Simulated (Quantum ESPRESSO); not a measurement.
# Mn3Si: where do free moments turn?

The moments of Mn3Si start in several directions and relax. Which textures last, and at what energy?

Program: Quantum ESPRESSO 7.5. Level of theory: LDA; plane waves with GBRV 1.5 LDA potentials, no spin-orbit coupling. Results are calculated unless marked as measured.

## (1) Starting point

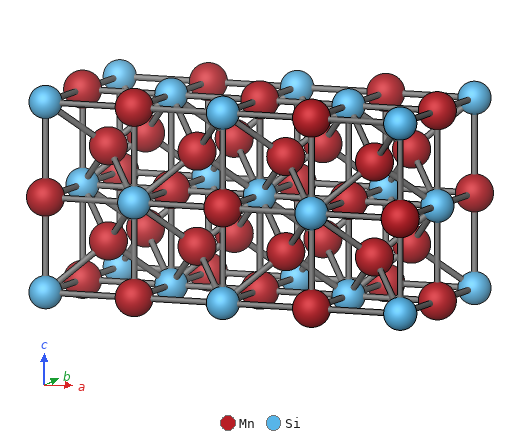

The cell as given, slightly off an axis (manganese red, silicon blue). 2×1×1 cells are drawn. This picture shows the conventional cell, with its axes. Some periodic images of atoms are drawn too.

As a file:

```cif
data_structure
_symmetry_space_group_name_H-M 'P 1'
_symmetry_Int_Tables_number 1
_cell_length_a 4.0461
_cell_length_b 4.0461
_cell_length_c 4.0461
_cell_angle_alpha 60.000
_cell_angle_beta 60.000
_cell_angle_gamma 60.000
_cell_volume 46.84
loop_
_atom_site_label
_atom_site_type_symbol
_atom_site_fract_x
_atom_site_fract_y
_atom_site_fract_z
_atom_site_occupancy
Mn1 Mn 0.50000 0.50000 0.50000 1
Mn2 Mn 0.25000 0.25000 0.25000 1
Mn3 Mn 0.75000 0.75000 0.75000 1
Si4 Si 0.00000 0.00000 0.00000 1
```

The cell comes from the Crystallography Open Database.

## (2) Start 1: collinear parallel

File pw.in:

```
&CONTROL
  calculation = 'scf'
  prefix = 'pwscf'
  outdir = './tmp'
  pseudo_dir = './pseudo'
  disk_io = 'nowf'
/
&SYSTEM
  ibrav = 0
  celldm(1) = 8
  nat = 4
  ntyp = 2
  ecutwfc = 34
  ecutrho = 238
  nbnd = 66
  occupations = 'smearing'
  smearing = 'fd'
  degauss = 0.00734986
  noncolin = .true.
  starting_magnetization(1) = 0.2333
  angle1(1) = 0
  angle2(1) = 0
  starting_magnetization(2) = 0
/
&ELECTRONS
  conv_thr = 4d-08
  electron_maxstep = 150
  mixing_beta = 0.3
/
ATOMIC_SPECIES
Mn     54.9380 mn_lda_v1.5.uspp.F.UPF
Si     28.0850 si_lda_v1.uspp.F.UPF
CELL_PARAMETERS alat
   0.0000000000000    0.6758133053193    0.6758133053193
   0.6758133053193    0.0000000000000    0.6758133053193
   0.6758133053193    0.6758133053193    0.0000000000000
ATOMIC_POSITIONS crystal
Mn      0.5000000000    0.5000000000    0.5000000000
Mn      0.2500000000    0.2500000000    0.2500000000
Mn      0.7500000000    0.7500000000    0.7500000000
Si      0.0000000000    0.0000000000    0.0000000000
K_POINTS automatic
5 5 5 0 0 0
```

Run with:

```bash
$ OMP_NUM_THREADS=1 mpirun -n 4 pw.x -nk 4 -in pw.in > pw.out
```

Output:

```text
Program PWSCF v.7.5 starts

     Message from routine setup:
     using ibrav=0 with symmetry is DISCOURAGED, use correct ibrav instead

     K-points division:     npool     =       4
     Subspace diagonalization in iterative solution of the eigenvalue problem:

     bravais-lattice index     =            0
     lattice parameter (alat)  =       8.0000  a.u.
     unit-cell volume          =     316.0677 (a.u.)^3
     number of atoms/cell      =            4
     number of atomic types    =            2
     number of electrons       =        49.00
     number of Kohn-Sham states=           66
     kinetic-energy cutoff     =      34.0000  Ry
     charge density cutoff     =     238.0000  Ry
     scf convergence threshold =      4.0E-08
     mixing beta               =       0.3000
     number of iterations used =            8  plain     mixing
     Exchange-correlation= SLA  PZ   NOGX NOGC
                           (   1   1   0   0   0   0   0)
     Noncollinear calculation without spin-orbit

     celldm(1)=   8.000000  celldm(2)=   0.000000  celldm(3)=   0.000000
     celldm(4)=   0.000000  celldm(5)=   0.000000  celldm(6)=   0.000000

     crystal axes: (cart. coord. in units of alat)
               a(1) = (   0.000000   0.675813   0.675813 )
               a(2) = (   0.675813   0.000000   0.675813 )
               a(3) = (   0.675813   0.675813   0.000000 )

     reciprocal axes: (cart. coord. in units 2 pi/alat)
               b(1) = ( -0.739849  0.739849  0.739849 )
               b(2) = (  0.739849 -0.739849  0.739849 )
               b(3) = (  0.739849  0.739849 -0.739849 )

     PseudoPot. # 1 for Mn read from file:
     mn_lda_v1.5.uspp.F.UPF
     Pseudo is Ultrasoft + core correction, Zval = 15.0

     PseudoPot. # 2 for Si read from file:
     si_lda_v1.uspp.F.UPF
     Pseudo is Ultrasoft + core correction, Zval =  4.0

     atomic species   valence    mass     pseudopotential
     Mn               15.00    54.93800     Mn( 1.00)
     Si                4.00    28.08500     Si( 1.00)

     16 Sym. Ops., with inversion, found

   Cartesian axes

     site n.     atom                  positions (alat units)
         1        Mn     tau(   1) = (   0.6758133   0.6758133   0.6758133  )
         2        Mn     tau(   2) = (   0.3379067   0.3379067   0.3379067  )
         3        Mn     tau(   3) = (   1.0137200   1.0137200   1.0137200  )
         4        Si     tau(   4) = (   0.0000000   0.0000000   0.0000000  )

     number of k points=    18  Fermi-Dirac smearing, width (Ry)=  0.0073
                       cart. coord. in units 2pi/alat
        k(    1) = (   0.0000000   0.0000000   0.0000000), wk =   0.0080000
        k(    2) = (   0.1479699   0.1479699  -0.1479699), wk =   0.0640000
        k(    3) = (   0.2959397   0.2959397  -0.2959397), wk =   0.0640000
        k(    4) = (   0.2959397   0.0000000  -0.0000000), wk =   0.0320000
        k(    5) = (   0.4439096   0.1479699  -0.1479699), wk =   0.1280000
        [... 13 further k-points ...]

     Dense  grid:    19603 G-vectors     FFT dimensions: (  40,  40,  40)

     Smooth grid:     8393 G-vectors     FFT dimensions: (  30,  30,  30)

     Check: negative core charge=   -0.000039
     Generating pointlists ...
     new r_m :   0.2414 (alat units)  1.9314 (a.u.) for type    1
     new r_m :   0.2414 (alat units)  1.9314 (a.u.) for type    2

     Initial potential from superposition of free atoms

     starting charge      47.4992, renormalised to      49.0000

 ==============================================================================
     atom number    1 relative position :    0.6758   0.6758   0.6758
     charge :    13.664277  (integrated on a sphere of radius 0.241)
     magnetization :          0.000000    0.000000    3.159552
     magnetization/charge:    0.000000    0.000000    0.231227
     polar coord.: r, theta, phi [deg] :     3.159552    0.000000  360.000000

 ==============================================================================

 ==============================================================================
     atom number    2 relative position :    0.3379   0.3379   0.3379
     charge :    13.690861  (integrated on a sphere of radius 0.241)
     magnetization :          0.000000    0.000000    3.140630
     magnetization/charge:    0.000000    0.000000    0.229396
     polar coord.: r, theta, phi [deg] :     3.140630    0.000000  360.000000

 ==============================================================================

 ==============================================================================
     atom number    3 relative position :    1.0137   1.0137   1.0137
     charge :    13.690861  (integrated on a sphere of radius 0.241)
     magnetization :          0.000000    0.000000    3.140630
     magnetization/charge:    0.000000    0.000000    0.229396
     polar coord.: r, theta, phi [deg] :     3.140630    0.000000  360.000000

 ==============================================================================

 ==============================================================================
     atom number    4 relative position :    0.0000   0.0000   0.0000
     charge :     2.227961  (integrated on a sphere of radius 0.241)
     magnetization :          0.000000    0.000000    0.097886
     magnetization/charge:    0.000000    0.000000    0.043935
     polar coord.: r, theta, phi [deg] :     0.097886    0.000000  360.000000

 ==============================================================================
     Starting wfcs are   86 randomized atomic wfcs

     Self-consistent Calculation

     iteration #  1     ecut=    34.00 Ry     beta= 0.30
     Davidson diagonalization with overlap
     ethr =  1.00E-02,  avg # of iterations =  3.3

     total energy              =    -642.22144412 Ry
     estimated scf accuracy    <       4.56796975 Ry

     total magnetization       =     0.00    -0.00     4.22 Bohr mag/cell
     absolute magnetization    =     4.40 Bohr mag/cell

     iteration #  2     ecut=    34.00 Ry     beta= 0.30
     Davidson diagonalization with overlap
     ethr =  9.32E-03,  avg # of iterations =  2.8

     total energy              =    -643.00468001 Ry
     estimated scf accuracy    <       0.79368566 Ry

     total magnetization       =    -0.00    -0.00     6.46 Bohr mag/cell
     absolute magnetization    =     6.83 Bohr mag/cell

     [... further iterations left out ...]

     iteration # 31     ecut=    34.00 Ry     beta= 0.30
     Davidson diagonalization with overlap
     ethr =  8.06E-10,  avg # of iterations =  4.0

     total energy              =    -643.28638089 Ry
     estimated scf accuracy    <       0.00000004 Ry

     total magnetization       =    -0.00     0.00     1.13 Bohr mag/cell
     absolute magnetization    =     3.80 Bohr mag/cell

     iteration # 32     ecut=    34.00 Ry     beta= 0.30
     Davidson diagonalization with overlap
     ethr =  8.92E-11,  avg # of iterations =  3.6

 ==============================================================================
     atom number    1 relative position :    0.6758   0.6758   0.6758
     charge :    13.331683  (integrated on a sphere of radius 0.241)
     magnetization :          0.000000    0.000000    2.312430
     magnetization/charge:    0.000000    0.000000    0.173454
     polar coord.: r, theta, phi [deg] :     2.312430    0.000000  360.000000

 ==============================================================================

 ==============================================================================
     atom number    2 relative position :    0.3379   0.3379   0.3379
     charge :    13.405228  (integrated on a sphere of radius 0.241)
     magnetization :         -0.000000   -0.000000   -0.629142
     magnetization/charge:   -0.000000   -0.000000   -0.046933
     polar coord.: r, theta, phi [deg] :     0.629142  180.000000  360.000000

 ==============================================================================

 ==============================================================================
     atom number    3 relative position :    1.0137   1.0137   1.0137
     charge :    13.405228  (integrated on a sphere of radius 0.241)
     magnetization :         -0.000000   -0.000000   -0.629142
     magnetization/charge:   -0.000000   -0.000000   -0.046933
     polar coord.: r, theta, phi [deg] :     0.629142  180.000000  360.000000

 ==============================================================================

 ==============================================================================
     atom number    4 relative position :    0.0000   0.0000   0.0000
     charge :     2.137632  (integrated on a sphere of radius 0.241)
     magnetization :          0.000000    0.000000    0.030821
     magnetization/charge:    0.000000    0.000000    0.014418
     polar coord.: r, theta, phi [deg] :     0.030821    0.000000  360.000000

 ==============================================================================

     End of self-consistent calculation

     [... lines left out ...]
     the Fermi energy is    16.7394 ev

!    total energy              =    -643.28638101 Ry
     estimated scf accuracy    <          5.5E-09 Ry
     smearing contrib. (-TS)   =      -0.00924745 Ry
     internal energy E=F+TS    =    -643.27713356 Ry

     The total energy is F=E-TS. E is the sum of the following terms:
     one-electron contribution =    -303.63048599 Ry
     hartree contribution      =     178.44536279 Ry
     xc contribution           =     -83.10737716 Ry
     ewald contribution        =    -434.98463320 Ry

     total magnetization       =     0.00    -0.00     1.13 Bohr mag/cell
     absolute magnetization    =     3.81 Bohr mag/cell

     convergence has been achieved in  32 iterations

=------------------------------------------------------------------------------=
   JOB DONE.
=------------------------------------------------------------------------------=
```

Elapsed: 99 s, on 4 MPI ranks of Arm Neoverse N1, shared host; peak memory 0.38 GiB.

Spin moment in the atom's sphere by atom:

```tsv
atom	x (μB)	y (μB)	z (μB)	size
Mn1	0.00	0.00	2.31	2.31
Mn2	0.00	0.00	-0.63	0.63
Mn3	0.00	0.00	-0.63	0.63
Si4	0.00	0.00	0.03	0.03
```

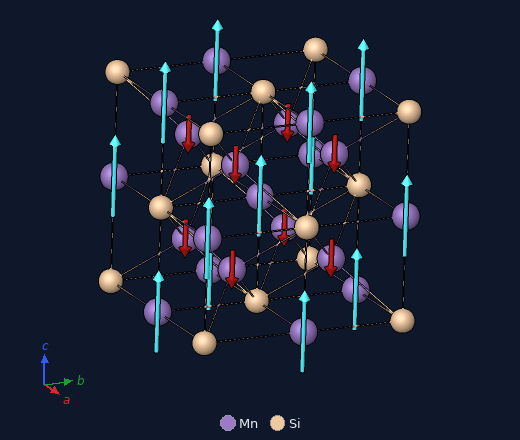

Spin moment in the atom's sphere as arrows, the longest 2.31 μB. Each arrow also spans its atom, so small moments look longer than they are. The two directions have two colours. Some periodic images of atoms are drawn too.

This step gave:

* smearing term TS: 0.1258 eV
* magnetization: 0, 0, 1.133 μB
* absolute magnetization: 3.807 μB
* final state: ferrimagnetic

## (3) Start 2: random 2

File pw.in:

```
&CONTROL
  calculation = 'scf'
  prefix = 'pwscf'
  outdir = './tmp'
  pseudo_dir = './pseudo'
  disk_io = 'nowf'
/
&SYSTEM
  ibrav = 0
  celldm(1) = 8
  nat = 4
  ntyp = 4
  ecutwfc = 34
  ecutrho = 238
  nbnd = 66
  occupations = 'smearing'
  smearing = 'fd'
  degauss = 0.00734986
  noncolin = .true.
  starting_magnetization(1) = 0.2334
  angle1(1) = 77.528
  angle2(1) = -45.373
  starting_magnetization(2) = 0.2332
  angle1(2) = 50.336
  angle2(2) = 40.626
  starting_magnetization(3) = 0.2334
  angle1(3) = 148.726
  angle2(3) = -91.986
  starting_magnetization(4) = 0
  nosym = .true.
/
&ELECTRONS
  conv_thr = 4d-08
  electron_maxstep = 150
  mixing_beta = 0.3
/
ATOMIC_SPECIES
Mn1    54.9380 mn_lda_v1.5.uspp.F.UPF
Mn2    54.9380 mn_lda_v1.5.uspp.F.UPF
Mn3    54.9380 mn_lda_v1.5.uspp.F.UPF
Si     28.0850 si_lda_v1.uspp.F.UPF
CELL_PARAMETERS alat
   0.0000000000000    0.6758133053193    0.6758133053193
   0.6758133053193    0.0000000000000    0.6758133053193
   0.6758133053193    0.6758133053193    0.0000000000000
ATOMIC_POSITIONS crystal
Mn1     0.5000000000    0.5000000000    0.5000000000
Mn2     0.2500000000    0.2500000000    0.2500000000
Mn3     0.7500000000    0.7500000000    0.7500000000
Si      0.0000000000    0.0000000000    0.0000000000
K_POINTS automatic
5 5 5 0 0 0
```

Output:

```text
     [... lines left out ...]
Program PWSCF v.7.5 starts
     [... lines left out ...]
     number of atoms/cell      =            4
     [... lines left out ...]
     number of electrons       =        49.00
     number of Kohn-Sham states=           66
     kinetic-energy cutoff     =      34.0000  Ry
     charge density cutoff     =     238.0000  Ry
     scf convergence threshold =      4.0E-08
     [... lines left out ...]
     Noncollinear calculation without spin-orbit
     [... lines left out ...]
     No symmetry found
     [... lines left out ...]
     number of k points=   125  Fermi-Dirac smearing, width (Ry)=  0.0073
     [... lines left out ...]
     iteration # 31     ecut=    34.00 Ry     beta= 0.30
     [... lines left out ...]
     atom number    1 relative position :    0.6758   0.6758   0.6758
     [... lines left out ...]
     magnetization :          1.230670   -1.793739    0.783344
     [... lines left out ...]
     atom number    2 relative position :    0.3379   0.3379   0.3379
     [... lines left out ...]
     magnetization :         -0.334605    0.487865   -0.213505
     [... lines left out ...]
     atom number    3 relative position :    1.0137   1.0137   1.0137
     [... lines left out ...]
     magnetization :         -0.334304    0.488145   -0.212975
     [... lines left out ...]
     atom number    4 relative position :    0.0000   0.0000   0.0000
     [... lines left out ...]
     magnetization :          0.016377   -0.023903    0.010448
     [... lines left out ...]
     the Fermi energy is    16.7394 ev
!    total energy              =    -643.28638101 Ry
     estimated scf accuracy    <       0.00000001 Ry
     smearing contrib. (-TS)   =      -0.00925026 Ry
     [... lines left out ...]
     total magnetization       =     0.60    -0.88     0.38 Bohr mag/cell
     absolute magnetization    =     3.81 Bohr mag/cell
     convergence has been achieved in  31 iterations
```

The job ended after 9.7 min (4 MPI ranks; peak memory 0.62 GiB; 36 min of CPU time).

Spin moment in the atom's sphere by atom:

```tsv
atom	x (μB)	y (μB)	z (μB)	size
Mn1	1.23	-1.79	0.78	2.31
Mn2	-0.33	0.49	-0.21	0.63
Mn3	-0.33	0.49	-0.21	0.63
Si4	0.02	-0.02	0.01	0.03
```

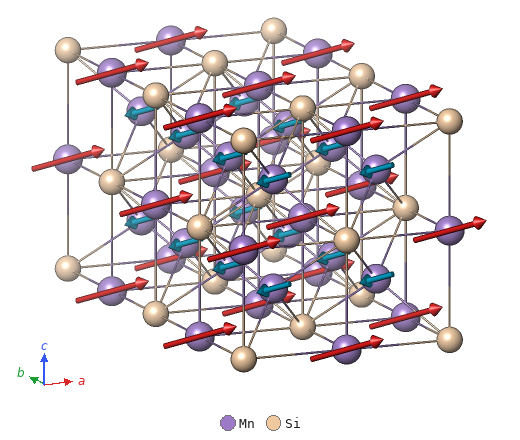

Spin moment in the atom's sphere as arrows, the longest 2.31 μB. Each arrow also spans its atom, so small moments look longer than they are. The two directions have two colours. 1×2×1 conventional cells are drawn. Some periodic images of atoms are drawn too.

This step gave:

```
smearing term TS       : 0.1259 eV
magnetization          : 0.604, -0.879, 0.384 μB
absolute magnetization : 3.806 μB
final state            : ferrimagnetic
```

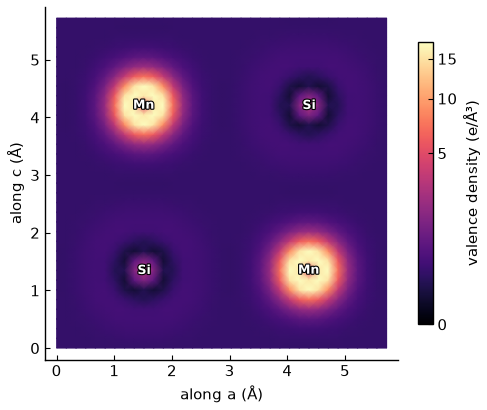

Valence density in the ac plane of the conventional cell at fractional y = 0.000, with atoms of Mn and Si within 0.2 Å of it. It is the smooth field of the valence electrons, not physical close to the nuclei. The map starts off the cell's origin, so that atoms lie inside it. The colour scale is stretched toward low values.

## (4) Start 3: 120 degrees in the xy plane

Changes to pw.in since step 3:

```diff
@@ -19,13 +19,12 @@
   noncolin = .true.
-  starting_magnetization(1) = 0.2334
-  angle1(1) = 77.528
-  angle2(1) = -45.373
-  starting_magnetization(2) = 0.2332
-  angle1(2) = 50.336
-  angle2(2) = 40.626
-  starting_magnetization(3) = 0.2334
-  angle1(3) = 148.726
-  angle2(3) = -91.986
+  starting_magnetization(1) = 0.2333
+  angle1(1) = 90
+  angle2(1) = 0
+  starting_magnetization(2) = 0.2333
+  angle1(2) = 90
+  angle2(2) = 120
+  starting_magnetization(3) = 0.2333
+  angle1(3) = 90
+  angle2(3) = -120
   starting_magnetization(4) = 0
-  nosym = .true.
 /
```

Output:

```text
     [... lines left out ...]
Program PWSCF v.7.5 starts
     [... lines left out ...]
     number of atoms/cell      =            4
     [... lines left out ...]
     number of electrons       =        49.00
     number of Kohn-Sham states=           66
     kinetic-energy cutoff     =      34.0000  Ry
     charge density cutoff     =     238.0000  Ry
     scf convergence threshold =      4.0E-08
     [... lines left out ...]
     Noncollinear calculation without spin-orbit
     [... lines left out ...]
      2 Sym. Ops. (no inversion) found
     [... lines left out ...]
     number of k points=    75  Fermi-Dirac smearing, width (Ry)=  0.0073
     [... lines left out ...]
     iteration # 23     ecut=    34.00 Ry     beta= 0.30
     [... lines left out ...]
     atom number    1 relative position :    0.6758   0.6758   0.6758
     [... lines left out ...]
     magnetization :          2.311964   -0.001771   -0.000000
     [... lines left out ...]
     atom number    2 relative position :    0.3379   0.3379   0.3379
     [... lines left out ...]
     magnetization :         -0.628806    0.001788   -0.000000
     [... lines left out ...]
     atom number    3 relative position :    1.0137   1.0137   1.0137
     [... lines left out ...]
     magnetization :         -0.628836   -0.000359   -0.000000
     [... lines left out ...]
     atom number    4 relative position :    0.0000   0.0000   0.0000
     [... lines left out ...]
     magnetization :          0.030818   -0.000037   -0.000000
     [... lines left out ...]
     the Fermi energy is    16.7394 ev
!    total energy              =    -643.28638100 Ry
     estimated scf accuracy    <       0.00000001 Ry
     smearing contrib. (-TS)   =      -0.00925056 Ry
     [... lines left out ...]
     total magnetization       =     1.13    -0.00     0.00 Bohr mag/cell
     absolute magnetization    =     3.81 Bohr mag/cell
     convergence has been achieved in  23 iterations
```

Wall time 4 min (4 MPI ranks); peak memory 0.54 GiB; 16 min of CPU time.

(Part 1 of 2 ends here.)

[Logs and program files are shortened in this print: banners, set-up blocks, solver, clock and traceback lines can be left out without a mark of their own.]

[Logs are printed without paths, hosts, clocks, repeated set-up lines and the standing remarks that a program may print on its own settings, such as how far it seeks lower states.]

[Hosts, paths, dates, database ids (printed as entryN), source tags and the programs' standing remarks are cut or masked in the printed files.]

[Where a cell is said to come from a database of computed structures, the database is the Materials Project.]
